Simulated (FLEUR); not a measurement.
Band structure of CaSiAu (P-6m2, 3 atoms in the cell).

```yaml
crystal:
  lattice:
    - [4.32759, 0.00000, 0.00000]
    - [-2.16379, 3.74780, 0.00000]
    - [0.00000, 0.00000, 3.94250]
  atoms:
    - { symbol: Ca, position: [0.00000, 0.00000, 0.00000] }
    - { symbol: Si, position: [0.66667, 0.33333, 0.50000] }
    - { symbol: Au, position: [0.33333, 0.66667, 0.50000] }
```

Method: PBEsol, all-electron FLAPW (FLEUR), scalar-relativistic valence.

Settings: Kmax = 4.7 1/bohr; GmaxXC = 14.1 1/bohr; xcFunctional = PBEs; jspins = 1; l_soc = F; mode = hist; fermiSmearingEnergy = 0.00499791 Htr; mesh (inpgen div1-3) = 6 6 6; inpgen gamma flag = true; Gmax = 14.1 1/bohr; numbands = 0; maxIterBroyd = 25; imix = Anderson; alpha = 0.05.

The starting cell comes from a database of computed structures (which also holds hypothetical and non-ambient phases and stackings), without a prior relaxation at this level. Spin-orbit coupling is off. Values depend on the basis (sphere radii, cutoffs, local orbitals), which need not be converged.

These are the values that this program gave, and no reference: the default basis lacks the next d shell.

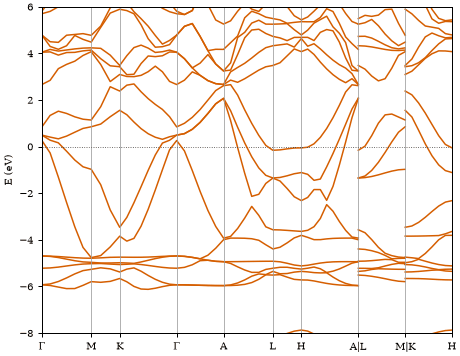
Bands along the path, energies from the Fermi level.

Levels in eV from the Fermi level, bands 12 to 19:
```tsv
point	12	13	14	15	16	17	18	19
Γ	-4.69	-4.69	0.26	0.49	0.49	0.85	2.66	4.05
M	-4.96	-4.79	-4.76	-0.97	0.85	1.14	4.07	4.14
K	-4.98	-4.74	-3.84	-3.46	1.56	2.38	3.09	3.43
A	-4.94	-3.99	-3.93	2.07	2.07	2.61	2.66	2.66
L	-4.92	-4.39	-3.57	-1.35	-1.35	-0.16	3.48	4.33
H	-5.12	-3.81	-3.64	-2.32	-1.11	-0.06	4.07	4.63
```
